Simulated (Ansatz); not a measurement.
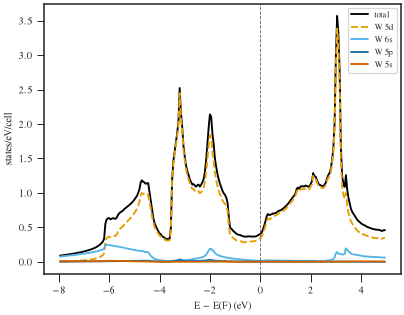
*Total and projected density of states of W (bcc (W type), space group No. 229), PBE in the plane-wave PAW code Ansatz*

**Question.** Which orbitals carry the states next to the Fermi level?

**Answer.** Within 0.5 eV of the Fermi level: W 5d 87 %, outside the projected shells 9 %. Projections are on Löwdin-orthogonalised atomic valence shells; empty p or d shells of many metals are not among them.

**Question.** Where is the tallest occupied peak in this window, and what makes it?

**Answer.** Near -3.2 eV, about 2.5 states/eV per cell; the largest projected share is W 5d.

Space group Im-3m (bcc (W type)). The cell was relaxed with PBE under the symmetry of its start. No spin polarisation was allowed. Scalar-relativistic: spin–orbit coupling is off unless named, which matters more the heavier the elements.

Potentials: the earlier of the program's two PAW sets.
